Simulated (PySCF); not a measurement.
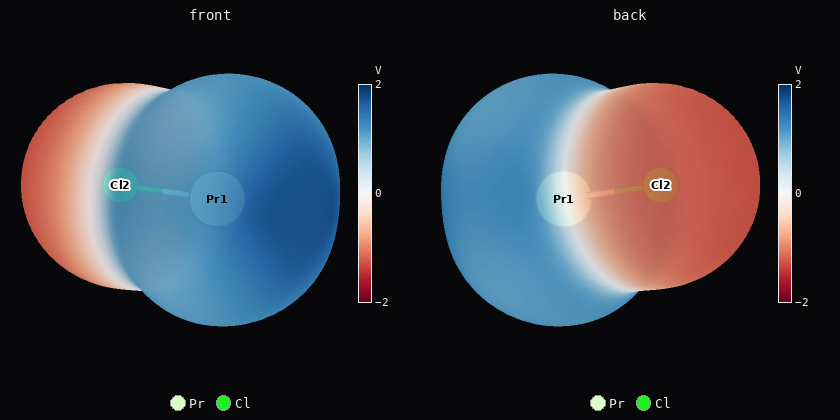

*PrCl (quintet). The molecular electrostatic potential painted on the density surface at 0.001 e/bohr³, seen from the front and from behind; red is negative and blue positive.*

These are results of PBE0/x2c-SVPall, spin-free X2C-1e, Gaussian nucleus, at a bond length of 2.587 Å (PySCF 2.14.0), not measurements.

**Where is the surface potential most negative and most positive?**

The most negative region (about −1.3 V) lies over Cl2, the most positive (about +1.8 V) over Pr1.
